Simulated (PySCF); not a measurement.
**OF (SMILES [O]F) at UM06-2X/aug-cc-pVTZ**

What is the vertical electron affinity of OF at UM06-2X/aug-cc-pVTZ? Input form: a Python script.

The calculation is run with PySCF 2.14.0.

1 further run of the same task is left out (set aside as unsound or not needed).

## (1) Starting point

OF: 2 atoms, total charge 0, spin state doublet. As SMILES, `[O]F`. The shape is that of a PBE0-D4/def2-TZVP optimisation.

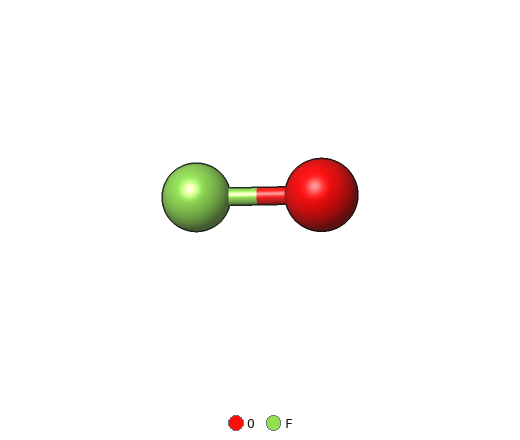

Viewed from a chosen angle; oxygen red, fluorine green.

## (2) A single-point energy at UM06-2X/aug-cc-pVTZ

Contents of run.py:

```python
# Oxygen monofluoride
from pyscf import gto, dft

system = gto.M(
    atom='O 0.000000 0.000000 -0.015950; F -0.000000 -0.000000 1.314400',
    max_memory=1860,
    charge=0,
    spin=1,
    basis='aug-cc-pvtz',
    verbose=3,
)

mf = dft.UKS(system)
mf.xc = 'm06-2x'
mf.conv_tol = 1e-10
mf.grids.level = 5
mf.kernel()
if not mf.converged:
    mf = mf.newton().run(mf.mo_coeff, mf.mo_occ)

etot = mf.e_tot
print('Final energy', etot)
```

Launch:

```
$ OMP_NUM_THREADS=1 python run.py
```

The program printed:

```text
WARN: HOMO -0.328593656218996 >= LUMO -0.328593656219

converged SCF energy = -174.879342799704  <S^2> = 0.75470191  2S+1 = 2.0046964
Final energy -174.8793427997044
```

It took 40 s on 1 thread of Arm Neoverse V2, shared host; peak memory 0.48 GiB.

## (3) The singlet anion, same level

Contents of run.py:

```python
from pyscf import gto, dft

system = gto.Mole()
system.atom = '''
O        0.000000       0.000000      -0.015950
F        0.000000       0.000000       1.314400
'''
system.basis = 'aug-cc-pvtz'
system.max_memory = 1860
system.charge = -1
system.verbose = 4
system.spin = 0
system.build()

mf = dft.RKS(system)
mf.xc = 'm06-2x'
mf.grids.level = 5
mf.conv_tol = 1e-10
mf.kernel()
if not mf.converged:
    mf = mf.newton().run(mf.mo_coeff, mf.mo_occ)

etot = mf.e_tot
print('E = %.10f Eh' % etot)
```

Launch:

```
$ OMP_NUM_THREADS=1 python run.py
```

The program printed:

```text
PySCF version 2.14.0

[INPUT] num. atoms = 2
[INPUT] num. electrons = 18
[INPUT] charge = -1
[INPUT] spin (= nelec alpha-beta = 2S) = 0
[INPUT] symmetry False subgroup None
[INPUT] Mole.unit = angstrom
[INPUT] Symbol           X                Y                Z      unit          X                Y                Z       unit  Magmom
[INPUT]  1 O      0.000000000000   0.000000000000  -0.015950000000 AA    0.000000000000   0.000000000000  -0.030141131687 Bohr   0.0
[INPUT]  2 F      0.000000000000   0.000000000000   1.314400000000 AA    0.000000000000   0.000000000000   2.483856018128 Bohr   0.0

nuclear repulsion = 28.6396506079152
number of shells = 26
number of NR pGTOs = 116
number of NR cGTOs = 92
basis = aug-cc-pvtz
ecp = {}

******** <class 'pyscf.dft.rks.RKS'> ********
method = RKS
initial guess = minao
damping factor = 0
level_shift factor = 0
DIIS = <class 'pyscf.scf.diis.CDIIS'>
diis_start_cycle = 1
diis_space = 8
diis_damp = 0
SCF conv_tol = 1e-10
SCF conv_tol_grad = None
SCF max_cycles = 50
direct_scf = True
direct_scf_tol = 1e-13
XC library pyscf.dft.libxc version 7.0.0
    S. Lehtola, C. Steigemann, M. J.T. Oliveira, and M. A.L. Marques.,  SoftwareX 7, 1–5 (2018)
XC functionals = m06-2x
    Y. Zhao and D. G. Truhlar.,  Theor. Chem. Acc. 120, 215 (2008)
    Y. Zhao and D. G. Truhlar.,  Theor. Chem. Acc. 120, 215 (2008)
radial grids:
    Treutler-Ahlrichs [JCP 102, 346 (1995); DOI:10.1063/1.469408] (M4) radial grids

becke partition: Becke, JCP 88, 2547 (1988); DOI:10.1063/1.454033
pruning grids: <function nwchem_prune>
grids dens level: 5
symmetrized grids: False
atomic radii adjust function: <function treutler_atomic_radii_adjust>
small_rho_cutoff = 0
Set gradient conv threshold to 1e-05
Initial guess from minao.
tot grids = 86856
init E= -174.893843523601
  HOMO = -0.328593656218998  LUMO = -0.0421449516556294  gap/eV = 7.79467
cycle= 1 E= -174.884599442531  delta_E= 0.00924  |g|= 0.536  |ddm|= 1.08
  HOMO = 0.116504663535065  LUMO = 0.231468804835602  gap/eV = 3.12833
cycle= 2 E= -174.852483491159  delta_E= 0.0321  |g|= 0.72  |ddm|=  1.1
  HOMO = -0.0181936207326397  LUMO = 0.228133333365273  gap/eV = 6.70290
cycle= 3 E= -174.946995518178  delta_E= -0.0945  |g|= 0.101  |ddm|= 0.575
  HOMO = -0.0186201671564873  LUMO = 0.226311950611922  gap/eV = 6.66494
cycle= 4 E= -174.94805590407  delta_E= -0.00106  |g|= 0.0408  |ddm|= 0.0456
  HOMO = -0.0187227023449097  LUMO = 0.226452681054832  gap/eV = 6.67156
cycle= 5 E= -174.948271775163  delta_E= -0.000216  |g|= 0.00908  |ddm|= 0.0205
  HOMO = -0.0201524762131803  LUMO = 0.226354231704345  gap/eV = 6.70779
cycle= 6 E= -174.94828539761  delta_E= -1.36e-05  |g|= 0.000982  |ddm|= 0.00667
  HOMO = -0.0200834147976299  LUMO = 0.226429362992533  gap/eV = 6.70795
cycle= 7 E= -174.948285650293  delta_E= -2.53e-07  |g|= 0.000166  |ddm|= 0.00114
  HOMO = -0.020044797244033  LUMO = 0.226443099520083  gap/eV = 6.70728
cycle= 8 E= -174.948285660686  delta_E= -1.04e-08  |g|= 1.84e-05  |ddm|= 0.000234
  HOMO = -0.0200421358861532  LUMO = 0.226444739467334  gap/eV = 6.70725
cycle= 9 E= -174.948285660864  delta_E= -1.78e-10  |g|= 3.64e-06  |ddm|= 3.48e-05
  HOMO = -0.0200418516862072  LUMO = 0.226444756909995  gap/eV = 6.70724
cycle= 10 E= -174.94828566087  delta_E= -5.6e-12  |g|= 4.92e-07  |ddm|= 5.39e-06
  HOMO = -0.0200417820407233  LUMO = 0.226444773912908  gap/eV = 6.70724
Extra cycle  E= -174.948285660869  delta_E= 1.42e-13  |g|= 2.72e-07  |ddm|= 9.26e-07
converged SCF energy = -174.948285660869
E = -174.9482856609 Eh
```

Wall time 11 s (1 thread of Arm Neoverse V2, shared host); peak memory 0.48 GiB.

## (4) Outcome

At UM06-2X/aug-cc-pVTZ:

```
                                                            quantity          value
                                            doublet OF: total energy  -174.87934 Eh
                                           doublet OF: dipole moment         0.04 D
                      doublet OF: HOMO energy (highest over α and β)      -11.21 eV
                       doublet OF: LUMO energy (lowest over α and β)       -3.42 eV
                                                    doublet OF: ⟨S²⟩          0.755
                                         singlet anion: total energy  -174.94829 Eh
                                          singlet anion: HOMO energy       -0.55 eV
                                          singlet anion: LUMO energy        6.16 eV
singlet anion: HOMO–LUMO gap (to an unbound level, set by the basis)        6.71 eV
                   vertical electron affinity (to the singlet anion)       1.876 eV
```

In words: At fixed nuclei the extra electron is bound by 1.88 eV (43 kcal/mol).
